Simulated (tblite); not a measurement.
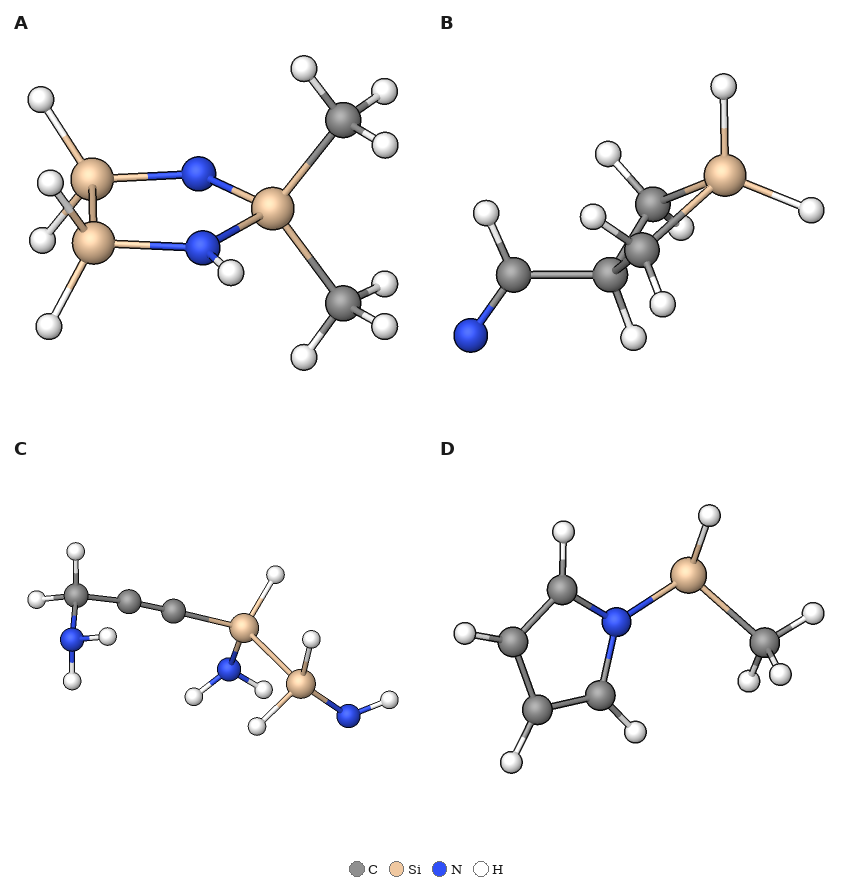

Figure made from data computed with tblite.

Charge 0, doublet.

> Match each picture to its SMILES.
(1) C[Si]1(C)[N][SiH2][SiH2]N1
(2) [N]=CC1C[SiH2]C1
(3) [NH][SiH2][Si@@H](N)C#CCN
(4) C[SiH]n1cccc1

A is (1), B is (2), C is (3), D is (4).
